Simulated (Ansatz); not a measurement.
# Run report: CH7BFNSi2, geometry relaxation (part 1 of 2)

System: CH7BFNSi2.
Method: RKS PBE0-D4/def2-SVP (Ansatz 0.2.0).

It belongs to a series of runs on one base structure; here: end point B relaxed. Figures and captions count atoms from 1; the log counts them from 0 in places.

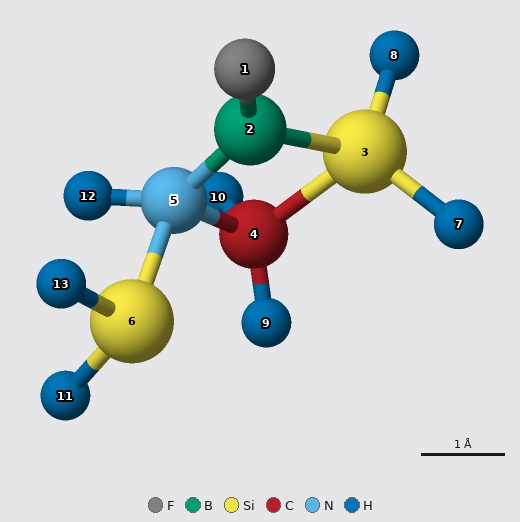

Fig. 1: The structure as given in the input (ball-and-stick view, seen at a tilt; atoms are numbered from 1 in the order of the input).

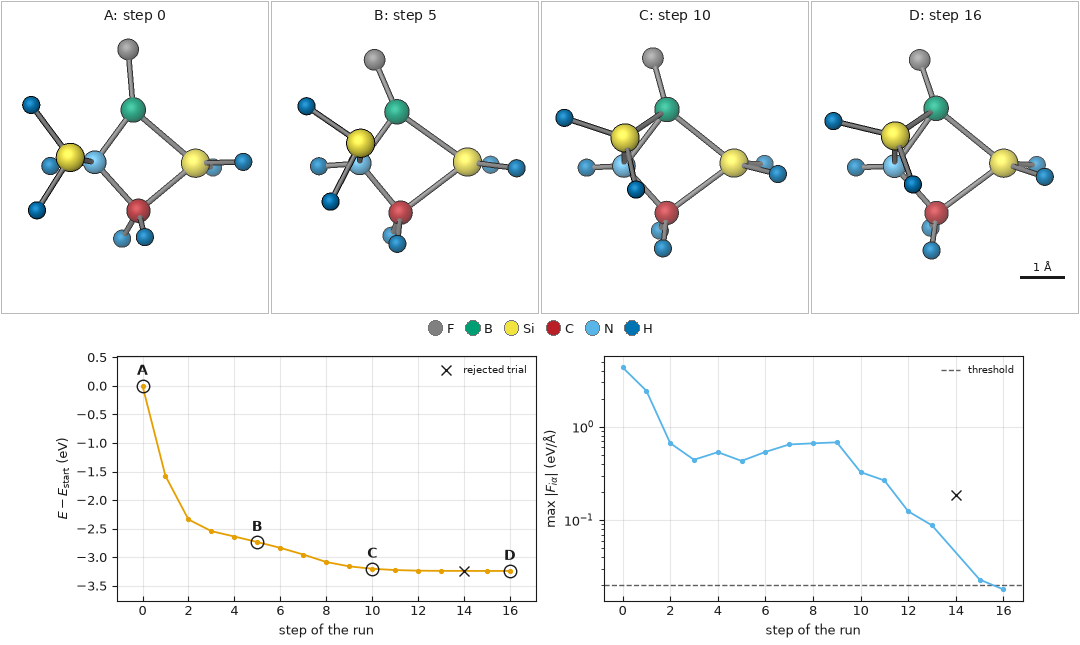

Fig. 2: Frames of the relaxation (ball-and-stick view, seen at a tilt) above the curves, on which the letters mark them (the first geometry is step 0 here and step 1 in the log).

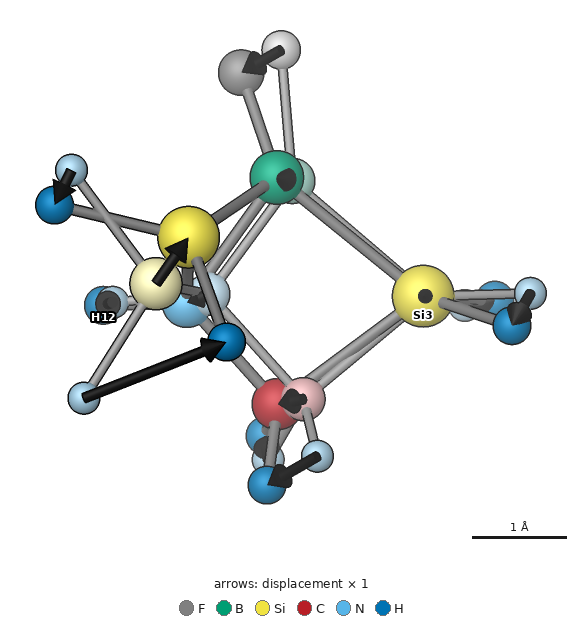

Fig. 3: Start (faint) and end (solid) with the displacements as black arrows, at true length (ball-and-stick view, seen at a tilt). The two geometries are laid on each other by the best rigid fit. Over 16 geometry steps the energy falls by 3.240 eV. The largest force component goes from 4.3 to 0.018 eV/Å. The line search rejected the trial step at point 14 (counted from 0) and went back. H11 moves most after the best rigid fit: 1.71 Å. Largest moves by element: H 1.71 Å, Si 0.61 Å, F 0.59 Å, C 0.37 Å, B 0.33 Å, N 0.27 Å. Distances before and after: B2–Si6 2.732 → 2.016 Å, Si3–C4 1.795 → 1.940 Å, B2–N5 1.534 → 1.650 Å, B2–Si3 1.931 → 2.032 Å. New bonds form: B2–Si6 (2.73 → 2.02 Å). Among the angles that change: B2–N5–Si6 108.5° → 69.2°, Si6–N5–H12 79.1° → 118.0°, F1–B2–N5 138.2° → 118.8°. (Atoms are counted from 1 in the order of the input.)

These pictures come from the run below.

Input
```yaml
crystal:
  periodic: [false, false, false]
  atoms:
    - { symbol: F, position_ang: [-1.3281, -0.5366, -2.334] }
    - { symbol: B, position_ang: [-0.6605, -0.6033, -1.0989] }
    - { symbol: Si, position_ang: [0.8823, -1.577, -0.4656] }
    - { symbol: C, position_ang: [0.4139, -0.6227, 0.9811] }
    - { symbol: "N", position_ang: [-0.8105, -0.0254, 0.3136] }
    - { symbol: Si, position_ang: [-0.652, 1.7914, 0.2166] }
    - { symbol: H, position_ang: [2.1946, -1.0763, -1.0329] }
    - { symbol: H, position_ang: [0.719, -3.0097, -0.3618] }
    - { symbol: H, position_ang: [1.1221, 0.097, 1.3803] }
    - { symbol: H, position_ang: [0.0083, -1.309, 1.8224] }
    - { symbol: H, position_ang: [-0.6829, 2.3533, 1.5911] }
    - { symbol: H, position_ang: [-1.6823, 0.27383, 0.7953] }
    - { symbol: H, position_ang: [-1.8228, 2.3493, -0.5754] }
basis:
  gaussian: { orbitals: def2-SVP }
hamiltonian:
  xc: pbe0
  dispersion: d4
relax:
  f_tol: 0.02
  max_steps: 50
```

Run as:
```bash
ansatz run input.yaml --threads 2 --pin off --max-ram 3072MiB --backend cpu --events-out ev --progress --plain --runs-dir out
```

Log
```
The last accepted step is kept in [file] (removed where the run ends without a failure and the disk answers)
Engine: ansatz 0.2.0, x86_64-unknown-linux-gnu
Functional definition: PBE0
  parameter a = 0.25
  parameter kappa = 0.804
  parameter beta = 0.06672455060314922
  exchange = (1 - a)*pbe_x(kappa = kappa, mu = beta*pi^2/3) + a*exact_x
  correlation = pbe_c(beta = beta)
1359 factors; integrals over basis functions are off by at most 5.9e-4 eV
mean field evaluation 1: about -21760.1319 eV, gradient 4.3e1 eV
mean field evaluation 2: about -21757.5266 eV, gradient 5.6e1 eV
mean field evaluation 4: about -21764.1195 eV, gradient 2.6e0 eV
mean field evaluation 8: about -21764.1678 eV, gradient 1.1e-1 eV
mean field evaluation 16: about -21764.1679 eV, gradient 1.8e-4 eV
mean field -21764.16793856 eV, -799.8184194591 hartree, gradient 6.9e-6 eV, S^2 0.000000; 0 other end points of the search recorded, 0 dependent functions left out
the calculation of the forces begins
reference -21764.16796835 eV, -799.8184205541 hartree; 31, 31 occupied and 96, 96 virtual orbitals, 1359 factors
relax step   1: F+E_penalty+E_count = -21764.48184563 eV  Δ(F+E_penalty+E_count) = +0.000e0 eV  max|allowed force component| = 4.332e0 eV/Å  Δτ_max = 0.0000 Å  (32 SCF iters, accepted)
these checks for a lower state are left out or cut short: starts, cluster_reference, orbital_swaps, neighbouring_geometries, increment
1359 factors; integrals over basis functions are off by at most 6.8e-4 eV
mean field -21765.74326173 eV, -799.8763115181 hartree, gradient 1.3e-5 eV, S^2 0.000000; 0 other end points of the search recorded, 0 dependent functions left out
[... from here on the field's lines of each further geometry are left out, up to the last ...]
relax step   2: F+E_penalty+E_count = -21766.05943051 eV  Δ(F+E_penalty+E_count) = -1.578e0 eV  max|allowed force component| = 2.431e0 eV/Å  Δτ_max = 0.1946 Å  (32 SCF iters, accepted)
relax step   3: F+E_penalty+E_count = -21766.82076199 eV  Δ(F+E_penalty+E_count) = -7.613e-1 eV  max|allowed force component| = 6.688e-1 eV/Å  Δτ_max = 0.1990 Å  (30 SCF iters, accepted)
relax step   4: F+E_penalty+E_count = -21767.02500012 eV  Δ(F+E_penalty+E_count) = -2.042e-1 eV  max|allowed force component| = 4.432e-1 eV/Å  Δτ_max = 0.1875 Å  (29 SCF iters, accepted)
relax step   5: F+E_penalty+E_count = -21767.11921903 eV  Δ(F+E_penalty+E_count) = -9.422e-2 eV  max|allowed force component| = 5.346e-1 eV/Å  Δτ_max = 0.1920 Å  (30 SCF iters, accepted)
relax step   6: F+E_penalty+E_count = -21767.21588139 eV  Δ(F+E_penalty+E_count) = -9.666e-2 eV  max|allowed force component| = 4.307e-1 eV/Å  Δτ_max = 0.1949 Å  (29 SCF iters, accepted)
relax step   7: F+E_penalty+E_count = -21767.31753373 eV  Δ(F+E_penalty+E_count) = -1.017e-1 eV  max|allowed force component| = 5.378e-1 eV/Å  Δτ_max = 0.1927 Å  (30 SCF iters, accepted)
relax step   8: F+E_penalty+E_count = -21767.43454927 eV  Δ(F+E_penalty+E_count) = -1.170e-1 eV  max|allowed force component| = 6.467e-1 eV/Å  Δτ_max = 0.1943 Å  (30 SCF iters, accepted)
relax step   9: F+E_penalty+E_count = -21767.56522246 eV  Δ(F+E_penalty+E_count) = -1.307e-1 eV  max|allowed force component| = 6.649e-1 eV/Å  Δτ_max = 0.1923 Å  (29 SCF iters, accepted)
relax step  10: F+E_penalty+E_count = -21767.64167829 eV  Δ(F+E_penalty+E_count) = -7.646e-2 eV  max|allowed force component| = 6.813e-1 eV/Å  Δτ_max = 0.1939 Å  (29 SCF iters, accepted)
relax step  11: F+E_penalty+E_count = -21767.68370465 eV  Δ(F+E_penalty+E_count) = -4.203e-2 eV  max|allowed force component| = 3.267e-1 eV/Å  Δτ_max = 0.2000 Å  (29 SCF iters, accepted)
relax step  12: F+E_penalty+E_count = -21767.70598458 eV  Δ(F+E_penalty+E_count) = -2.228e-2 eV  max|allowed force component| = 2.659e-1 eV/Å  Δτ_max = 0.1043 Å  (29 SCF iters, accepted)
relax step  13: F+E_penalty+E_count = -21767.71715467 eV  Δ(F+E_penalty+E_count) = -1.117e-2 eV  max|allowed force component| = 1.242e-1 eV/Å  Δτ_max = 0.0429 Å  (31 SCF iters, accepted)
relax step  14: F+E_penalty+E_count = -21767.72019833 eV  Δ(F+E_penalty+E_count) = -3.044e-3 eV  max|allowed force component| = 8.776e-2 eV/Å  Δτ_max = 0.0306 Å  (30 SCF iters, accepted)
relax step  15: F+E_penalty+E_count = -21767.71825196 eV  Δ(F+E_penalty+E_count) = +1.946e-3 eV  max|allowed force component| = 1.867e-1 eV/Å  Δτ_max = 0.0878 Å  (31 SCF iters, rejected (line search))
relax step  16: F+E_penalty+E_count = -21767.72191360 eV  Δ(F+E_penalty+E_count) = -1.715e-3 eV  max|allowed force component| = 2.305e-2 eV/Å  Δτ_max = 0.0428 Å  (30 SCF iters, accepted)
the calculation of the forces begins
reference -21767.41477878 eV, -799.9377386364 hartree; 31, 31 occupied and 96, 96 virtual orbitals, 1359 factors
relax step  17: F+E_penalty+E_count = -21767.72211880 eV  Δ(F+E_penalty+E_count) = -2.052e-4 eV  max|allowed force component| = 1.807e-2 eV/Å  Δτ_max = 0.0172 Å  (31 SCF iters, accepted)
1359 factors; integrals over basis functions are off by at most 8.2e-4 eV
mean field -21767.41474915 eV, -799.9377375476 hartree, gradient 2.5e-5 eV, S^2 0.000000; 1 other end points of the search recorded, 0 dependent functions left out
the calculation of the forces begins
reference -21767.41477878 eV, -799.9377386364 hartree; 31, 31 occupied and 96, 96 virtual orbitals, 1359 factors
Total energy: -21767.72214842 eV, -799.9490342626 hartree
Atom 0 at    -1.696107    -0.657950    -1.929347 Å, force     0.013132     0.005101     0.008289 eV/Å
Atom 1 at    -0.688856    -0.270131    -1.109968 Å, force    -0.010086    -0.003830     0.009822 eV/Å
Atom 2 at     0.994594    -1.220609    -0.483396 Å, force    -0.000682    -0.003237     0.000917 eV/Å
Atom 3 at     0.092112    -0.743270     1.166087 Å, force     0.005743    -0.013933     0.008055 eV/Å
Atom 4 at    -1.015854    -0.022437     0.487944 Å, force    -0.018066     0.002272    -0.016118 eV/Å
Atom 5 at    -0.571078     1.599291    -0.364903 Å, force    -0.000908     0.007839    -0.005436 eV/Å
Atom 6 at     2.349328    -0.613916    -0.668621 Å, force    -0.001839     0.000641    -0.002206 eV/Å
Atom 7 at     1.138392    -2.709184    -0.577527 Å, force     0.004344     0.000592     0.001345 eV/Å
Atom 8 at     0.594149    -0.128777     1.930603 Å, force    -0.001597    -0.000672    -0.005539 eV/Å
Atom 9 at    -0.304519    -1.650468     1.648581 Å, force     0.001713     0.003254    -0.001246 eV/Å
Atom 10 at     0.554352     2.198671     0.416504 Å, force     0.002930    -0.001892     0.000815 eV/Å
Atom 11 at    -1.945913    -0.108042     0.899679 Å, force     0.007982     0.000335     0.000690 eV/Å
Atom 12 at    -1.799500     2.431652    -0.183835 Å, force    -0.002666     0.003529     0.000611 eV/Å
Dipole moment:    -0.085405     0.077891     0.584786 e Å
```

Trajectory as extended XYZ (Å, eV, eV/Å), 17 frames, from step=1 to step=17
```
13
Properties=species:S:1:pos:R:3:forces:R:3 step=1 energy=-21764.48185
F    -1.3281   -0.5366   -2.3340    0.8044   0.3614   3.6280
B    -0.6605   -0.6033   -1.0989   -1.2131   0.6983  -2.9649
Si    0.8823   -1.5770   -0.4656    2.5262  -0.3253  -2.3829
C     0.4139   -0.6227    0.9811   -2.7598  -0.9094   3.4436
N    -0.8105   -0.0254    0.3136   -1.9555  -1.4695   0.0358
Si   -0.6520    1.7914    0.2166    3.1002   4.3323  -2.7331
H     2.1946   -1.0763   -1.0329   -0.2126  -0.5497   0.1083
H     0.7190   -3.0097   -0.3618    0.0803  -0.9247   0.1833
H     1.1221    0.0970    1.3803    0.0125   0.6196   0.0588
H     0.0083   -1.3090    1.8224    0.8078   1.0679  -0.9560
H    -0.6829    2.3533    1.5911   -0.6299  -0.5969   0.5889
H    -1.6823    0.2738    0.7953   -0.1032  -1.5465   0.3728
H    -1.8228    2.3493   -0.5754   -0.4572  -0.7575   0.6174
13
Properties=species:S:1:pos:R:3:forces:R:3 step=2 energy=-21766.05943
F    -1.3727   -0.4970   -2.2496    0.5047   0.3509   2.2553
B    -0.6471   -0.5701   -1.1043   -1.0087   0.4055  -1.4998
Si    0.9211   -1.5682   -0.4917    1.2174  -0.1865  -1.1364
C     0.3597   -0.6364    1.0047   -1.2775  -0.0499   1.5567
N    -0.8336   -0.0029    0.3054   -1.0320  -0.8301  -0.0132
Si   -0.5071    1.8685    0.1120    1.6070   2.4305  -1.4179
H     2.2248   -1.1051   -1.0416    0.1440  -0.3184   0.0656
H     0.7457   -3.0260   -0.3618    0.1060  -0.3592   0.0291
H     1.0697    0.1097    1.3892   -0.1940   0.1942   0.0340
H     0.0082   -1.3015    1.8297    0.1627   0.4399  -0.2965
H    -0.7197    2.2928    1.5691   -0.2651  -0.4994  -0.0925
H    -1.7034    0.2486    0.7986    0.0576  -1.0836   0.0509
H    -1.8443    2.2925   -0.5279   -0.0220  -0.4939   0.4647
13
Properties=species:S:1:pos:R:3:forces:R:3 step=3 energy=-21766.82076
F    -1.4322   -0.4240   -2.1371   -0.5554   0.2676   0.0612
B    -0.6662   -0.5463   -1.0943    0.1762   0.2200   0.5941
Si    0.9598   -1.5441   -0.5214    0.1387   0.0068  -0.1237
C     0.3077   -0.6321    1.0280   -0.1874   0.3150  -0.0901
N    -0.8635    0.0074    0.3027    0.2683  -0.6688  -0.2925
Si   -0.3714    1.9530   -0.0064   -0.2606   0.6474  -0.0974
H     2.2898   -1.1345   -1.0334    0.1689  -0.1461   0.0563
H     0.7771   -3.0194   -0.3801    0.1211  -0.0352  -0.0683
H     1.0132    0.1283    1.4049   -0.2579   0.0409   0.1269
H    -0.0245   -1.2794    1.8419   -0.1300  -0.1002   0.2007
H    -0.7225    2.2141    1.4893    0.2548  -0.1325  -0.3366
H    -1.7374    0.1455    0.8091   -0.0731  -0.3151  -0.0669
H    -1.8288    2.2363   -0.4713    0.3364  -0.0999   0.0363
13
Properties=species:S:1:pos:R:3:forces:R:3 step=4 energy=-21767.02500
F    -1.5807   -0.3843   -2.0297   -0.0763   0.0354   0.0801
B    -0.6908   -0.5067   -1.0752    0.0928   0.1947   0.3444
Si    0.9881   -1.4911   -0.5414    0.0012   0.1615   0.0651
C     0.2830   -0.6470    1.0558    0.0354   0.4432  -0.1735
N    -0.8759   -0.0205    0.3228   -0.0346  -0.2803   0.0007
Si   -0.3440    1.9766   -0.0870   -0.0077  -0.2917  -0.1702
H     2.3560   -1.1264   -1.0044   -0.0136  -0.0055   0.0535
H     0.8517   -2.9794   -0.4410    0.0113   0.0273  -0.0414
H     0.9069    0.1472    1.5118   -0.1037  -0.2609   0.0095
H    -0.0666   -1.3329    1.8375   -0.0330  -0.0828   0.0136
H    -0.5836    2.2004    1.4116    0.0683   0.0532  -0.1290
H    -1.7637    0.0358    0.8255    0.0273  -0.0298  -0.1790
H    -1.7792    2.2333   -0.5545    0.0327   0.0358   0.1263
```
